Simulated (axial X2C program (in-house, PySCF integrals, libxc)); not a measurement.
**RhNa: from the state search to constants, part 1 of 2**

What are the state, bond length, wavenumber and bond energy of RhNa, and what does spin–orbit coupling change?

Program: an in-house X2C program for linear molecules on PySCF integrals. Level of theory: all-electron X2C, Rh dyall-cv3z, Na dyall-cv3z. These are calculated values, not measurements.

## 1. Set-up

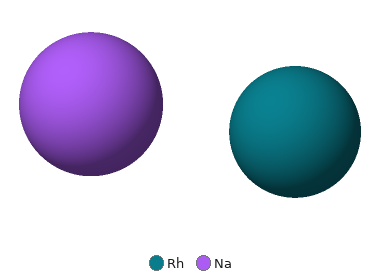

The two atoms at 2.800 Å (rhodium blue, sodium purple).

File task.json:

```json
{"zs": [45, 11], "q": 0, "bas": ["dyall-cv3z", "dyall-cv3z"], "levels": ["PBE0", "HF", "PW91", "TPSSh", "M06"], "cc": true, "r0": 2.8, "thr": -2.0, "nmax": 140}
```

Keys: zs atomic numbers; q charge; bas basis sets; levels methods (HF also brings MP2); cc coupled cluster on or off; r0 starting distance in Å; thr threshold in hartree for freezing inner shells (an s shell follows its p shell); nmax most natural virtual spinors.

Command:

```bash
$ python so2c.py task.json out
```

Spin-free means the one-electron spin-free X2C Hamiltonian; two-component (2c) means X2C with spin–orbit coupling and atomic mean-field two-electron Coulomb and Gaunt terms. Basis: Rh dyall-cv3z contracted to [12s12p8d5f3g], Na dyall-cv3z contracted to [9s8p5d2f]; Gaussian nuclei, density fitting. Masses: Rh 102.906 u, Na 22.990 u.

Notation: σ, π±, δ± give the projection m of an orbital's angular momentum (0, ±1, ±2), α and β its spin, Λ and M_S the sums; ω is the projection of a spinor's total angular momentum and Ω the sum. Logs are in hartree.

The results follow Hamiltonian by Hamiltonian and level by level.

## 2. Which state to follow

Determinants are compared with PBE0 at 2.800 Å.

Spin-free determinants:

| ΔE (eV) | state | open shells |
| --- | --- | --- |
| 0.00 | M_S = 1, Λ = 2 | beyond closed shells: σα, δ+α, δ+β, δ-α |
| 0.25 | M_S = 1, Λ = 3 | beyond closed shells: π+α, π+β, π-α, δ+α, δ+β, δ-α |
| 0.28 | M_S = 1, Λ = 0 | beyond closed shells: π+α, π-α |
| 0.39 | M_S = 1, Λ = 1 | beyond closed shells: π+α, π-α, π-β, δ+α, δ+β, δ-α |
| 0.48 | M_S = 1, Λ = 1 | beyond closed shells: σα, π+α, π+β, π-α |
| 0.58 | M_S = 1, Λ = 0 | beyond closed shells: δ+α, δ-α |
| 0.61 | M_S = 0, Λ = 2 | beyond closed shells: σβ, δ+α, δ+β, δ-α |

Two-component determinants:

```csv
ΔE (eV),state,open shells
0.00,Ω = 3,"excess of +ω over −ω: ω = 1/2, ω = 5/2"
0.19,Ω = 4,"excess of +ω over −ω: ω = 3/2, ω = 5/2"
0.25,Ω = 1,"excess of +ω over −ω: ω = -1/2, ω = 3/2"
0.44,Ω = 2,"excess of +ω over −ω: ω = -1/2, ω = 5/2"
0.57,Ω = 2,"excess of +ω over −ω: ω = 1/2, ω = 3/2"
0.67,Ω = 1,"excess of +ω over −ω: ω = -3/2, ω = 5/2"
0.86,Ω = 1,excess of +ω over −ω: 2 × ω = 1/2
```

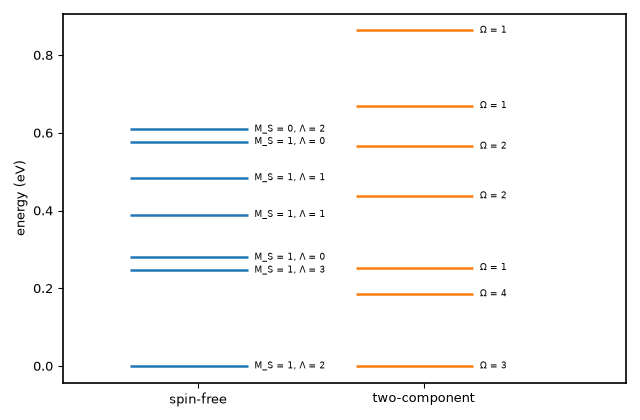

The determinants found, each set from its own lowest.

## 3. PBE0, spin-free

State followed: M_S = 1, Λ = 2 (beyond closed shells: σα, δ+α, δ+β, δ-α). The scan is laid around 2.739 Å, a first estimate of the minimum, and this SCF restarts from the orbitals of the search.

The SCF at the reference distance of 2.739 Å:

```text
spin-free X2C-1e  PBE0
basis functions 222  fitting functions 995  grid points 5084
iter        total energy     max residual
   1      -4945.216756625     3.20e+00
   2      -4945.774116163     1.27e-02
   3      -4945.765536785     2.72e-02
   4      -4945.777518777     2.58e-03
   5      -4945.777662182     1.01e-03
   6      -4945.777683261     3.14e-04
   7      -4945.777684722     4.39e-05
   8      -4945.777684823     2.97e-05
   9      -4945.777684896     1.94e-05
  10      -4945.777684968     5.66e-06
  11      -4945.777684973     8.82e-07
  12      -4945.777684973     4.88e-07
converged
one-electron -7017.26442845  Coulomb 2129.91412614  exact exchange -37.89099253  xc functional -116.17082584  nuclear repulsion 95.63443571
```

Along the bond, energies from the lowest point:

```tsv
R (Å)	E (eV)	μ (D)	HOMO (eV)	LUMO (eV)	iterations
2.383	0.2475	4.06	-4.45	-1.83	16
2.493	0.1032	4.23	-4.43	-1.73	14
2.575	0.0411	4.35	-4.40	-1.68	13
2.657	0.0085	4.47	-4.38	-1.63	12
2.739	0.0000	4.58	-4.35	-1.59	12
2.835	0.0126	4.71	-4.31	-1.56	12
2.931	0.0438	4.83	-4.27	-1.56	12
3.054	0.1038	4.96	-4.22	-1.62	13
3.205	0.1957	5.09	-4.17	-1.69	13
3.424	0.3470	5.19	-4.10	-1.81	14
3.725	0.5546	5.09	-4.03	-1.95	13
4.109	0.7783	4.63	-3.97	-2.09	12
```

Dipoles are positive if Na is the positive end.

Outer orbitals at the reference distance:

| symmetry | occupied | ε (eV) | atomic character |
| --- | --- | --- | --- |
| π-β | yes | -31.91 | 100% Na p |
| π+β | yes | -31.91 | 100% Na p |
| π-α | yes | -31.89 | 100% Na p |
| π+α | yes | -31.89 | 100% Na p |
| σβ | yes | -31.89 | 100% Na p |
| σα | yes | -31.87 | 100% Na p |
| σα | yes | -7.06 | 99% Rh d |
| δ-α | yes | -6.86 | 100% Rh d |
| δ+α | yes | -6.86 | 100% Rh d |
| π-α | yes | -6.33 | 99% Rh d |
| π+α | yes | -6.33 | 99% Rh d |
| π+β | yes | -5.65 | 98% Rh d |
| π-β | yes | -5.49 | 98% Rh d |
| δ+β | yes | -5.27 | 100% Rh d |
| σα | yes | -4.50 | 59% Rh s, 29% Na s, 10% Na p |
| σβ | yes | -4.35 | 38% Rh s, 37% Na s, 15% Rh d |
| σβ | no | -1.59 | 70% Rh d, 18% Na s, 4% Rh p |
| δ-β | no | -1.48 | 100% Rh d |
| σα | no | -1.46 | 38% Na s, 31% Na p, 24% Rh p |
| σβ | no | -1.37 | 42% Na p, 19% Rh s, 14% Na s |

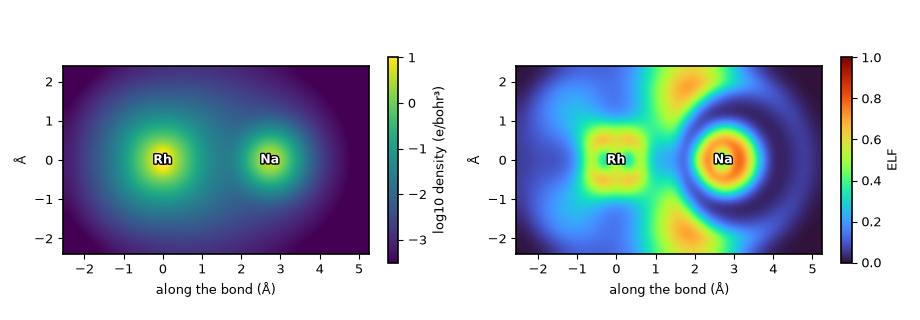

PBE0 fields in a plane through the axis, from a grid of 0.3 Å; Rh lies at z = 0 and Na at z = 2.739 Å; the ELF is damped to zero where the density is low.

Re = 2.734 Å, ωe = 199.5 cm⁻¹, ωexe = 0.728 cm⁻¹, Be = 0.12 cm⁻¹, De = 1.24 eV, μ = 4.57 D.

## 4. HF, spin-free

Output at 2.739 Å:

```text
spin-free X2C-1e  HF
basis functions 222  fitting functions 995  grid points 5084
iter        total energy     max residual
   1      -4943.279836727     3.34e-01
   2      -4943.309693868     1.11e-02
   3      -4943.314113992     7.57e-03
   4      -4943.316478953     4.53e-03
   5      -4943.317611560     2.97e-03
   6      -4943.318526622     1.41e-03
   7      -4943.318775915     1.09e-03
   8      -4943.319005340     6.67e-04
   9      -4943.319178651     3.81e-04
  10      -4943.319234612     2.87e-04
  11      -4943.319253651     1.69e-04
  12      -4943.319257420     9.59e-05
  13      -4943.319258833     5.10e-05
  14      -4943.319259536     2.30e-05
  15      -4943.319259661     8.08e-06
  16      -4943.319259672     2.25e-06
  17      -4943.319259673     9.67e-07
converged
one-electron -7016.06593839  Coulomb 2128.81771400  exact exchange -151.70547099  xc functional 0.00000000  nuclear repulsion 95.63443571
```

Re = 3.068 Å, ωe = 114.9 cm⁻¹, ωexe = 1.48 cm⁻¹, Be = 0.09532 cm⁻¹, De = 0.234 eV, μ = 2.70 D. ⟨S²⟩ = 2.46 against 2.00 for a pure state, so this determinant mixes spins.

## 5. PW91, spin-free

The SCF at the reference distance of 2.739 Å:

```text
spin-free X2C-1e  PW91
basis functions 222  fitting functions 995  grid points 5084
iter        total energy     max residual
   1      -4946.584542919     1.12e-01
   2      -4946.590786357     4.53e-03
   3      -4946.581011226     2.03e-02
   4      -4946.590124083     8.92e-03
   5      -4946.591129943     3.97e-03
   6      -4946.591621673     4.84e-04
   7      -4946.591631810     1.74e-04
   8      -4946.591631746     2.26e-04
   9      -4946.591633066     1.70e-05
  10      -4946.591633093     1.28e-05
  11      -4946.591633099     7.41e-06
  12      -4946.591633101     1.79e-06
converged
one-electron -7017.82101584  Coulomb 2130.46124681  exact exchange 0.00000000  xc functional -154.86629977  nuclear repulsion 95.63443571
```

Re = 2.690 Å, ωe = 211.6 cm⁻¹, ωexe = 0.75 cm⁻¹, Be = 0.124 cm⁻¹, De = 1.64 eV, μ = 4.79 D.

## 6. TPSSh, spin-free

The SCF at the reference distance of 2.739 Å:

```text
spin-free X2C-1e  TPSSh
basis functions 222  fitting functions 995  grid points 5084
iter        total energy     max residual
   1      -4946.030311705     1.14e-01
   2      -4946.031534072     5.20e-03
   3      -4946.030240909     9.99e-03
   4      -4946.031652672     3.29e-03
   5      -4946.031867575     1.29e-03
   6      -4946.031904265     7.85e-04
   7      -4946.031922695     3.45e-04
   8      -4946.031930187     1.27e-04
   9      -4946.031930769     1.58e-05
  10      -4946.031930826     1.03e-05
  11      -4946.031930835     3.79e-06
  12      -4946.031930836     5.68e-07
converged
one-electron -7017.13424774  Coulomb 2129.77229216  exact exchange -15.15406305  xc functional -139.15034792  nuclear repulsion 95.63443571
```

Re = 2.725 Å, ωe = 202.5 cm⁻¹, Be = 0.1208 cm⁻¹, De = 1.34 eV, μ = 4.73 D.

## 7. M06, spin-free

The SCF at the reference distance of 2.739 Å:

```text
spin-free X2C-1e  M06
basis functions 222  fitting functions 995  grid points 5084
iter        total energy     max residual
   1      -4946.245221164     1.85e-01
   2      -4946.253136416     6.72e-03
   3      -4946.252014946     1.14e-02
   4      -4946.254506841     9.42e-04
   5      -4946.254527678     5.86e-04
   6      -4946.254534945     3.25e-04
   7      -4946.254543152     1.57e-04
   8      -4946.254546315     9.22e-05
   9      -4946.254548080     9.49e-05
  10      -4946.254549645     5.51e-05
  11      -4946.254550575     1.61e-05
  12      -4946.254550659     8.95e-06
  13      -4946.254550667     1.08e-06
  14      -4946.254550667     3.11e-07
converged
one-electron -7016.89380506  Coulomb 2129.55858229  exact exchange -40.92662982  xc functional -113.62713378  nuclear repulsion 95.63443571
```

Re = 2.753 Å, ωe = 194.8 cm⁻¹, ωexe = 0.723 cm⁻¹, Be = 0.1183 cm⁻¹, De = 1.74 eV, μ = 6.27 D.

## 8. Correlated methods, spin-free

Correlated methods: 18 electrons correlated (frozen shells, counted by type: Rh 4 s, 3 p, 1 d; Na 1 s), 302 virtual spinors in MP2, 140 natural virtuals in coupled cluster.

Output of the correlated part at 2.739 Å:

```text
correlated 18  virtual 302  natural virtual 140  E(MP2) -0.566446529  MP2 remainder -0.020646366
iter   CCSD correlation   residual
   1     -0.534681495   1.40e-01
   2     -0.544184846   7.08e-02
   3     -0.548066315   4.60e-02
   4     -0.548393489   2.19e-02
   5     -0.548962109   9.38e-03
   6     -0.549171275   4.03e-03
   7     -0.549154939   2.27e-03
   8     -0.549197801   1.36e-03
   9     -0.549172846   7.79e-04
  10     -0.549189262   4.44e-04
  11     -0.549187642   2.00e-04
  12     -0.549190437   9.35e-05
  13     -0.549190511   4.71e-05
  14     -0.549190433   2.33e-05
  15     -0.549190619   1.17e-05
  16     -0.549190677   4.98e-06
  17     -0.549190747   2.26e-06
  18     -0.549190803   1.11e-06
  19     -0.549190811   5.02e-07
(T) -0.017839129  T1 0.0652  D1 0.2624  max T2 0.091
```

T1 in the output is the amplitude norm over the root of the electron number; divide by √2 for the Lee–Taylor value.

MP2: No constants are quoted: the reference is strongly spin-contaminated.

CCSD: Re = 2.724 Å, ωe = 210.5 cm⁻¹, ωexe = 1.19 cm⁻¹, Be = 0.1209 cm⁻¹, De = 1.21 eV. T1 at Re = 0.046 (Lee–Taylor, the printed value over √2).

CCSD(T): Re = 2.705 Å, ωe = 217.4 cm⁻¹, ωexe = 1.17 cm⁻¹, Be = 0.1226 cm⁻¹, De = 1.29 eV. T1 at Re = 0.046 (Lee–Taylor, the printed value over √2).

## 9. A higher determinant, spin-free

State: M_S = 1, Λ = 3 (beyond closed shells: π+α, π+β, π-α, δ+α, δ+β, δ-α).

Output at the reference distance:

```text
spin-free X2C-1e  PBE0
basis functions 222  fitting functions 995  grid points 5084
iter        total energy     max residual
   1      -4945.195668565     3.21e+00
   2      -4945.765703270     1.09e-02
   3      -4945.762602913     1.89e-02
   4      -4945.768404908     1.59e-03
   5      -4945.768463597     7.05e-04
   6      -4945.768472876     3.03e-04
   7      -4945.768474386     4.47e-05
   8      -4945.768474424     7.87e-06
   9      -4945.768474426     1.80e-06
  10      -4945.768474427     1.01e-06
converged
one-electron -7016.38634867  Coulomb 2129.01297403  exact exchange -37.88724195  xc functional -116.14229356  nuclear repulsion 95.63443571
```

```tsv
R (Å)	E above the lowest PBE0 point (eV)
2.383	0.536
2.493	0.377
2.575	0.306
2.657	0.266
2.739	0.251
2.835	0.257
2.931	0.283
3.054	0.338
3.205	0.425
```

Re = 2.760 Å, ωe = 197.1 cm⁻¹, ωexe = 0.725 cm⁻¹, Be = 0.1177 cm⁻¹, μ = 4.65 D. Te = 0.25 eV.

State: M_S = 1, Λ = 0 (beyond closed shells: π+α, π-α).

Output at the reference distance:

```text
spin-free X2C-1e  PBE0
basis functions 222  fitting functions 995  grid points 5084
iter        total energy     max residual
   1      -4945.198434231     3.19e+00
   2      -4945.764049555     1.09e-02
   3      -4945.761240137     1.86e-02
   4      -4945.766696732     1.45e-03
   5      -4945.766746094     6.48e-04
   6      -4945.766753146     2.83e-04
   7      -4945.766754388     4.32e-05
   8      -4945.766754424     8.40e-06
   9      -4945.766754427     1.90e-06
  10      -4945.766754427     7.02e-07
converged
one-electron -7016.39502539  Coulomb 2129.05034971  exact exchange -37.89177449  xc functional -116.16473997  nuclear repulsion 95.63443571
```

```tsv
R (Å)	E above the lowest PBE0 point (eV)
2.383	0.686
2.493	0.491
2.575	0.395
2.657	0.333
2.739	0.297
2.835	0.283
2.931	0.290
3.054	0.323
3.205	0.389
```

Re = 2.848 Å, ωe = 181.6 cm⁻¹, Be = 0.1106 cm⁻¹, μ = 4.52 D. Te = 0.28 eV.

## 10. The spin-free curves together

Energy (eV) of the followed determinant, spin-free, from each level's lowest point:

```tsv
R (Å)	PBE0	HF	MP2 (spin-contaminated)	CCSD	CCSD(T)	PW91	TPSSh	M06
2.383	0.248	0.492	0.203	n/a	n/a	0.204	0.240	0.268
2.493	0.103	0.303	0.074	0.098	0.084	0.073	0.097	0.117
2.575	0.041	0.202	0.022	0.039	0.029	0.022	0.037	0.050
2.657	0.008	0.127	0.000	0.007	0.002	0.000	0.006	0.013
2.739	0.000	0.073	0.002	0.000	0.000	0.002	0.000	0.000
2.835	0.013	0.033	0.028	0.017	0.023	0.027	0.015	0.008
2.931	0.044	0.010	0.073	0.054	0.066	0.069	0.049	0.034
3.054	0.104	0.000	0.148	0.123	0.145	0.143	0.112	0.089
3.205	0.196	0.007	0.254	n/a	n/a	0.249	0.208	0.174
3.424	0.347	0.038	0.413	n/a	n/a	0.420	0.367	0.320
3.725	0.555	0.090	0.605	n/a	n/a	0.654	0.587	0.535
4.109	0.778	0.146	0.782	n/a	n/a	0.915	0.828	0.805
```

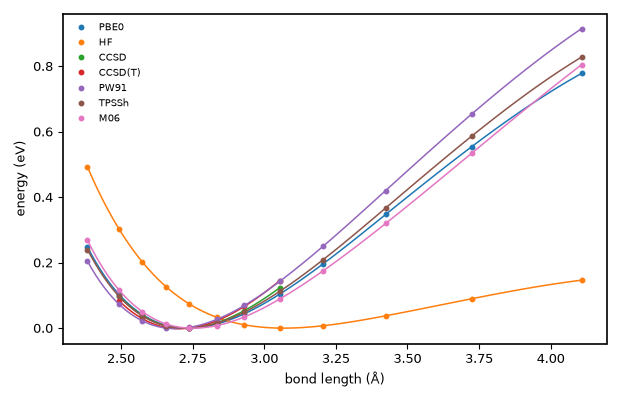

Curves of the followed state, spin-free, each from its own lowest point. Left out: MP2.

(Continued in part 2 of 2.)
